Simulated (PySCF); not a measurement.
Energy landscape of H₂Be, singlet: collinear H-Be-H surface. Scanned: H-Be distance and Be-H distance.

Calculation: r2SCAN/aug-cc-pVDZ in PySCF.

Energy in kJ/mol above the lowest grid point; x is the H-Be distance (Å), y the Be-H distance (Å).

```
y \ x   1.13   1.20   1.26   1.33   1.40   1.46   1.54   1.64   1.73   1.86      2
-----  -----  -----  -----  -----  -----  -----  -----  -----  -----  -----  -----
2      189.5  163.1  150.9  145.8  148.2  154.9  168.5  190.9  214.2  250.6  290.8
1.86   148.9  122.4  110.2  105.1  107.6  114.2  127.9  150.3  173.6  210.1  250.6
1.73   112.2   85.8   73.6   68.5   71.0   77.6   91.3  113.7  137.1  173.6  214.2
1.64    88.8   62.4   50.2   45.2   47.6   54.3   67.9   90.3  113.7  150.3  190.9
1.54    66.3   40.0   27.8   22.8   25.2   31.9   45.5   67.9   91.3  127.9  168.5
1.46    52.7   26.3   14.2    9.1   11.6   18.2   31.9   54.3   77.6  114.2  154.9
1.40    46.0   19.7    7.5    2.5    5.0   11.6   25.2   47.6   71.0  107.6  148.2
1.33    43.4   17.2    5.0    0.0    2.5    9.1   22.8   45.2   68.5  105.1  145.8
1.26    48.4   22.1   10.0    5.0    7.5   14.2   27.8   50.2   73.6  110.2  150.9
1.20    60.5   34.3   22.1   17.2   19.7   26.3   40.0   62.4   85.8  122.4  163.1
1.13    86.6   60.5   48.4   43.4   46.0   52.7   66.3   88.8  112.2  148.9  189.5
```

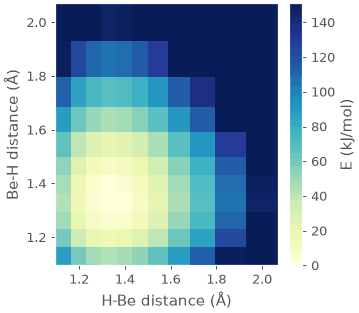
Figure: Energy surface, cut off at 151 kJ/mol.

Points that lie below all their neighbours on the grid: x = 1.33, y = 1.33 (0.0 kJ/mol).
